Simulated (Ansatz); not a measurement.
The starting structures come from a database of crystals and need not be the phases stable at ambient conditions.

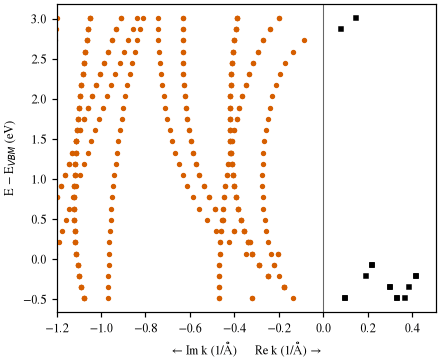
Figure. Complex bands at the centre of the two-dimensional zone; PBEsol run with Ansatz (a program for electronic structure)

The gap is the functional's own. No spin-orbit coupling. Mid-gap values are interpolated on the energy grid.

### Question
This is CsCdBr₃ (P6_3/mmc, not sure to be the ambient phase, 10 atoms a cell, 35.2 Å³ an atom) along the normal of (001). Read off the slowest decay at the centre of the two-dimensional zone at 1.47 eV, the computed energy nearest the middle of the gap.

### Answer
κ ≈ 0.26 1/Å, a decay length 1/(2κ) of the density of 1.9 Å.
